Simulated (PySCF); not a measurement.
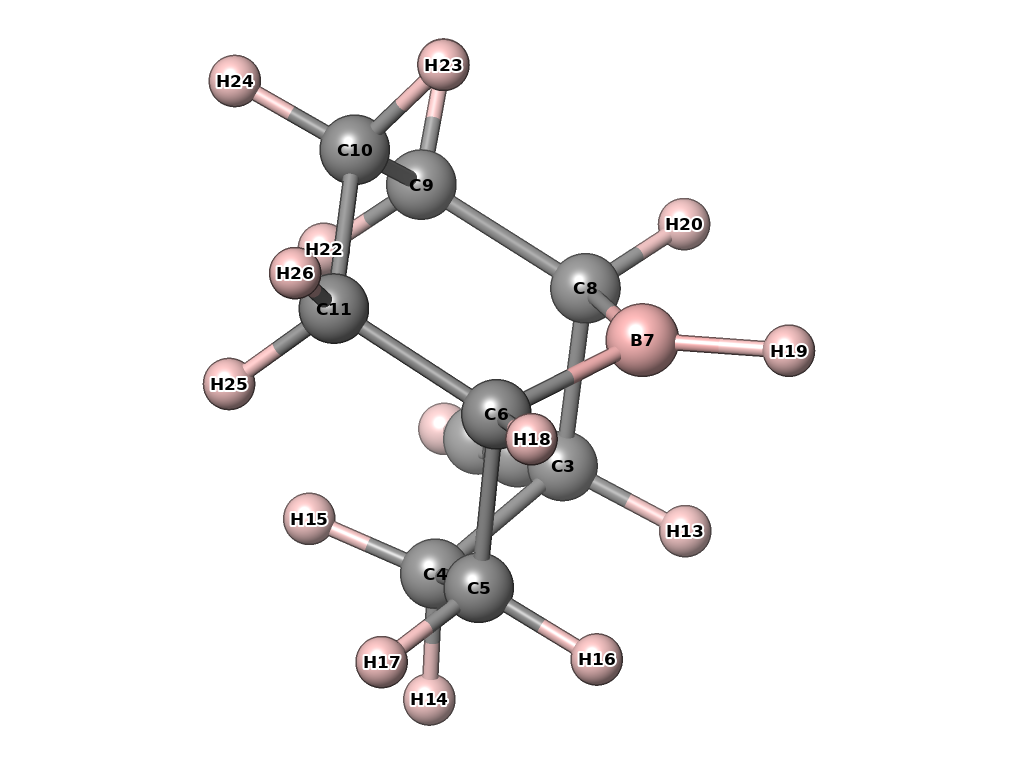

C4 lies behind C5. The molecule seen a little off the C5–C4 bond, C5 in front. Distant atoms are faded towards the background colour. The computed structure is the end point of a PBE0-D3(BJ)/def2-SVP optimisation. No frequency run is at hand to confirm it as a minimum.

### What is the torsion angle C6–C5–C4–C3? The sign is positive where the front bond must turn clockwise to cover the back bond.

56°, synclinal (gauche). The bonds about C5–C4 are staggered.
